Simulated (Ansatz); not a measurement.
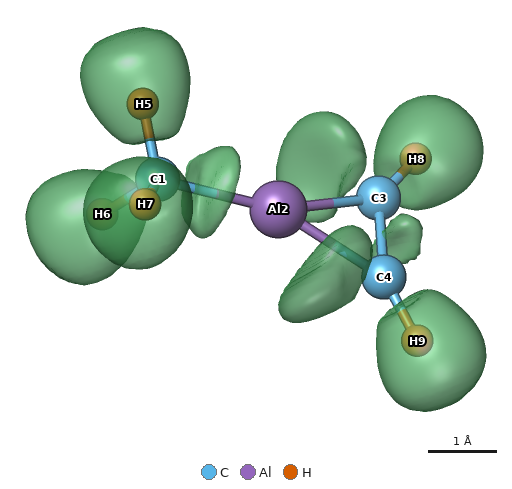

Figure. C₃H₅Al (SMILES [CH3][Al]1[CH]=[CH]1). Isosurface of the ELF at 0.85 (green), seen at an oblique angle. Only the valence region is drawn (cores and ρ < 0.01 e/Å³ removed).

These are results of SCF PBE0, Gaussian basis (Ansatz), not measurements.

Input

```
crystal:
  periodic: [false, false, false]
  atoms:
    - { symbol: C, position_ang: [-0.5648, 1.3382, -1.0568] }
    - { symbol: Al, position_ang: [0.0831, -0.1141, 0.0443] }
    - { symbol: C, position_ang: [0.2601, -1.8343, 0.5661] }
    - { symbol: C, position_ang: [0.9594, -0.8752, 1.4786] }
    - { symbol: H, position_ang: [-0.6747, 1.0494, -2.1446] }
    - { symbol: H, position_ang: [-1.6225, 1.6864, -0.7099] }
    - { symbol: H, position_ang: [0.0967, 2.2559, -0.986] }
    - { symbol: H, position_ang: [0.1188, -2.8571, 0.3446] }
    - { symbol: H, position_ang: [1.4325, -0.6953, 2.4466] }
basis:
  gaussian:
    orbitals: "6-31G*"
hamiltonian:
  xc: pbe0
output:
  orbitals: {}
```

Launched as:

```sh
python c3h5al_energy.py
```

Describe the localisation domains.

Answer. The ELF exceeds this value in one region between bonded Al–C atoms (shared pairs), one region between bonded C–C atoms (shared pairs), five regions around hydrogen nuclei and two lobes on Al, pointing away from the bonds (lone pairs).

Values along the shortest contacts:
C–C (1.50 Å): the ELF peaks at about 0.85 between the atoms (a covalent bond). C–Al (1.81 Å): the ELF peaks at about 0.85 in the valence shell of C, 0.7 Å from its nucleus, and is about 0.55 at the midpoint.
